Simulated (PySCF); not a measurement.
# H₃O, charge +1, SMILES `[OH3+]`: electronic structure

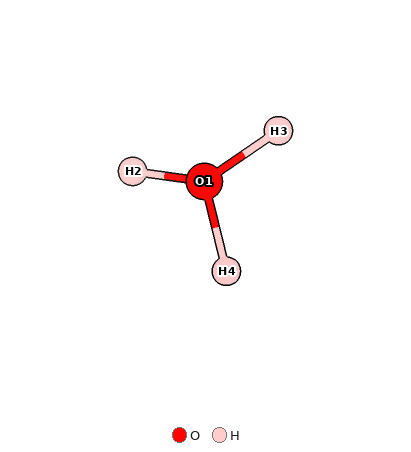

The molecule, with its atoms numbered as below. No frequency check shows the geometry to be a minimum.

Cartesian coordinates (Å):

```
O1       0.0000    0.0000    0.0775
H2       0.8530   -0.3989   -0.2067
H3      -0.7720   -0.5392   -0.2067
H4      -0.0810    0.9382   -0.2067
```

Part 1: Bonding charge

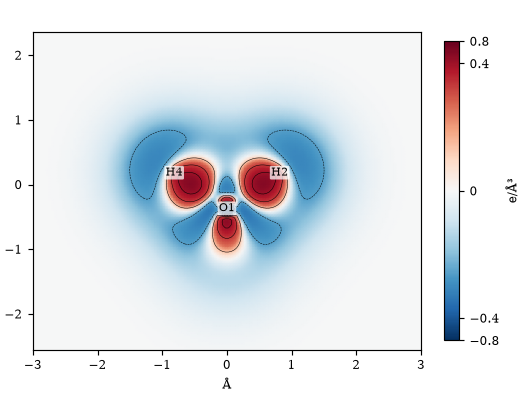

Deformation density (molecule less spherical, spin-averaged free atoms) in the plane of O1, H2 and H4; colour scale in e/Å³, logarithmic beyond ±0.1; red: gain, blue: loss.

Computed with PySCF, BP86/6-31G*, geometry: GFN2-xTB.

Describe the bonding that the map shows.

Answer. O1–H4 and O1–H2: +0.49 e/Å³ at the bond critical point (bond length 0.98 Å, Mayer order 0.7). In all, 0.3 electrons gather in the regions of gain relative to the promolecule of neutral atoms (the regions of loss give up this much and the cation's charge besides).

Where do the Hirshfeld charges lie?

Answer. The highest Hirshfeld charge is on H2, H3 and H4 (+0.31 e), the lowest on O1 (+0.08 e).

Part 2: Bond critical points

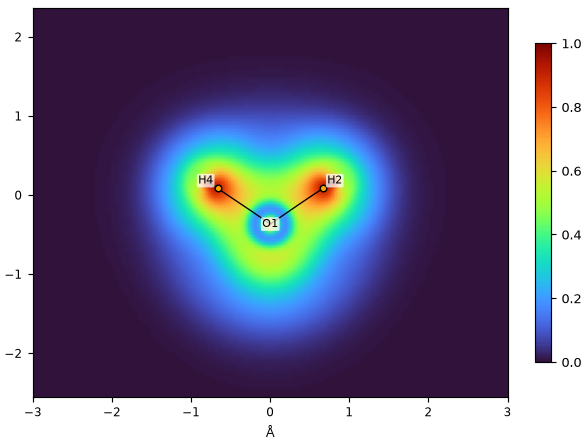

Localised orbital locator (LOL) in the plane of O1, H2 and H4, with bond paths and bond critical points (dots).

Rank the bonds in the plane by LOL at their critical points.

Answer. O1–H4 and O1–H2: about 0.92. Values above 0.5 mark slow, localised electrons, as in shared pairs; low values at a critical point mark a polar or closed-shell contact whose critical point lies between the shells.

Where along O1–H4 does the critical point lie?

Answer. 0.80 Å from O1 and 0.18 Å from H4.

Part 3: Electrostatic potential

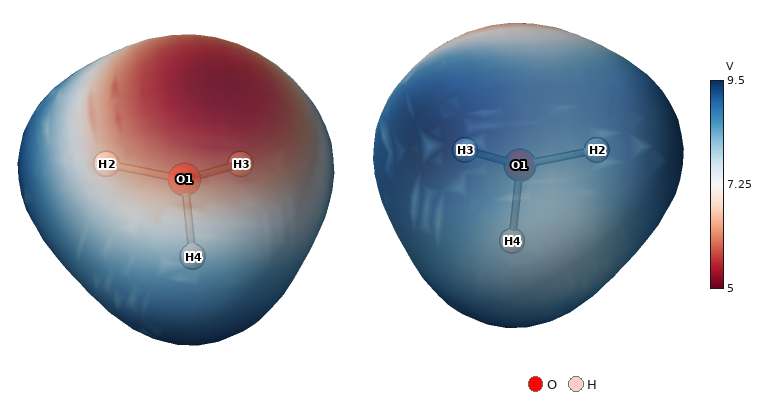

Electrostatic potential on the surface of electron density 0.001 a.u. (back view left, front view right).

Where are the extremes of the potential on the surface?

Answer. Highest: 9.43 V, 1.0 Å from H3, and at like points elsewhere. Lowest: 5.24 V, 1.8 Å from O1. Further minima include 7.88 V, near H2 (1.69 Å), H3 (1.71 Å), O1 (1.74 Å) and H4 (1.81 Å). The surface is sampled at points, so like sites can differ by a few per cent and only the strongest of them is named.

Part 4: Excited states

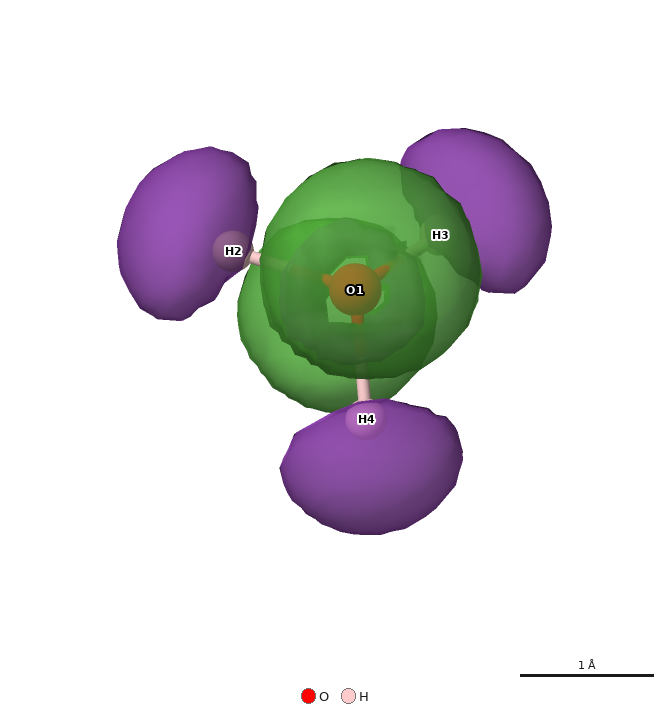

Unrelaxed difference density of S₁ less the ground state (TDA singlet states), ±0.04 e/Å³; purple: gain, green: loss.

Method: PBE0/def2-TZVP; geometry: GFN2-xTB; program: PySCF. Without diffuse functions Rydberg states are missing, so the states' numbers hold for this basis only.

How does the charge move on excitation?

Answer. 0.79 e is displaced in all, of which about 0.6 e passes between atoms: O1 (0.58 e) loses electrons and H2, H3 and H4 (0.19 e each) gain them. The state: 11.61 eV (107 nm), f = 0.042, partly diffuse acceptor orbital, which a basis without diffuse functions describes poorly; the leading pair carries 100 %; hole on O1 (84 %) and H2, H3 and H4 (5 % each), electron on O1 (27 %) and H2, H3 and H4 (24 % each) (atom shares of so diffuse an orbital are rough); their centroids lie 0.4 Å apart.

Part 5: In an electric field

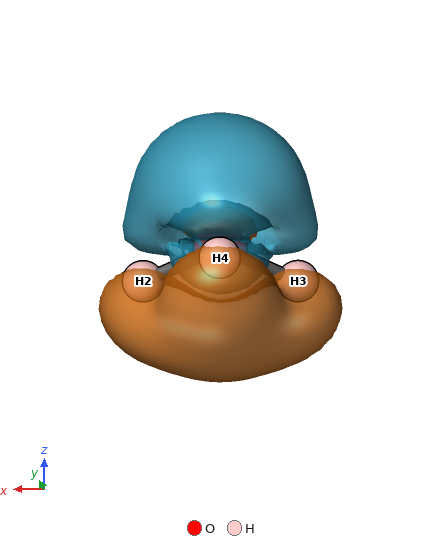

Change of the electron density in a uniform field of 0.26 V/Å, surfaces at ±0.001 e/Å³ (light blue: gain, orange: loss).

Level of theory: PBE/def2-SVPD (PySCF), at a geometry from GFN2-xTB.

Along which Cartesian direction does the field point?

Answer. Along −z: electrons gather on the +z side, against the field.

How large is the response?

Answer. The induced dipole is 0.07 D (along the field); α along this axis, from the fields in both directions, is 6 bohr³ (0.9 Å³).

Which atoms gain and lose the most charge?

Answer. Electrons gather most on O1 (Hirshfeld charge changes by −0.004 e) and leave H2, H3 and H4 alike most (+0.001 e); 0.011 electrons are displaced in all.

Part 6: Removing or adding an electron

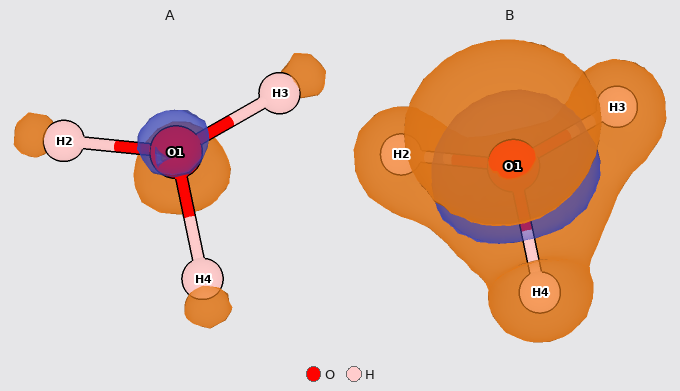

The two Fukui functions at ±0.1 e/Å³ (orange positive, blue negative).

Computed with PySCF, CAM-B3LYP/def2-SVP, geometry: GFN2-xTB.

Which panel is f⁻ (electron removed) and which f⁺ (electron added)?

Answer. A is f⁺, B is f⁻. f⁻ (Hirshfeld-condensed) is largest on O1 (0.58); the vertical ionisation energy is 24.82 eV. f⁺ (Hirshfeld-condensed) is largest on H2, H3 and H4 (0.27 each) and O1 (0.18); the vertical electron affinity is 4.63 eV (the stability of the neutral species's solution wasn't checked; rough: the basis has no diffuse functions).

What chemical potential and hardness follow from the two energies?

Answer. μ = −(I + A)/2 = −14.72 eV and η = I − A = 20.19 eV.

Part 7: Localised orbitals

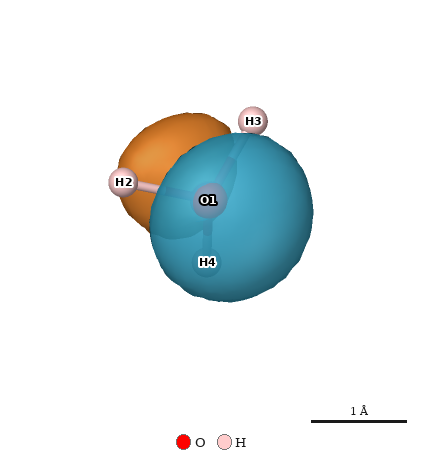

Pipek–Mezey orbitals, occupied; each surface holds about 85 % of the orbital's density. Energies are diagonal elements of the Fock matrix.

PySCF calculation, PBE0/def2-TZVP, gas phase; geometry: GFN2-xTB.

What does this orbital represent?

Answer. Lone pair on O1 (sp6.1-type) (O1 100 %; −21.6 eV).
